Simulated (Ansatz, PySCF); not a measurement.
Potential energy curve for NaF, singlet.

RKS-B3LYP/6-311+G** = restricted B3LYP/6-311+G**, spherical d in PySCF 2.14.0; UMP2 = MP2 on UHF/def2-SVP, frozen core in Ansatz (a first-principles code); RCCSDT(Q) = CCSDT(Q) on RHF/def2-SVP, frozen core in Ansatz.

Energies are in kcal/mol, each relative to the lowest point of its own curve near equilibrium.

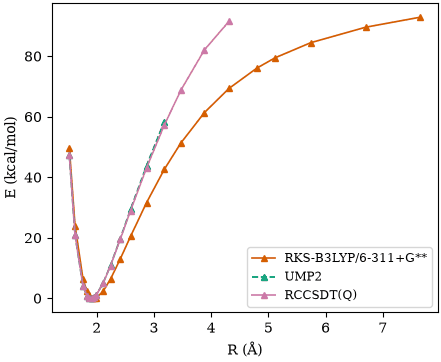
Figure: Energy against bond length for each method.

```tsv
R / Å	RKS-B3LYP/6-311+G**	UMP2	RCCSDT(Q)
1.52	49.8	47.3	47.2
1.62	24.0	21.0	20.9
1.76	6.2	4.0	4.0
1.83	2.3	0.8	0.8
1.86	1.2	0.2	0.2
1.92	0.1	0.0	0.0
1.96	0.0	0.5	0.5
1.99	0.1	1.1	1.1
2.11	2.3	5.0	4.9
2.24	6.4	10.9	10.8
2.41	13.0	19.7	19.5
2.59	20.4	29.4	29.0
2.87	31.6	43.9	43.1
3.18	42.6	58.4	57.2
3.47	51.3	—	68.8
3.88	61.3	—	82.0
4.31	69.3	—	91.5
4.80	76.1	—	—
5.12	79.5	—	—
5.74	84.5	—	—
6.70	89.6	—	—
7.65	92.9	—	—
```

Dashes: no converged value, or the column stops at the first point that the program doubted or that broke a chosen test of continuity, which isn't proof of a fault.

The restricted form behind RKS-B3LYP/6-311+G** keeps the bonding electrons paired and can't separate into open-shell fragments. The unrestricted determinant behind UMP2 is spin-contaminated at 3.47 to 7.65 Å (<S²> up to 1.0, against 0.00 for a pure singlet). The T1 diagnostic of CCSD on the restricted reference of RCCSDT(Q) exceeds 0.045 at 3.47 to 6.70 Å.
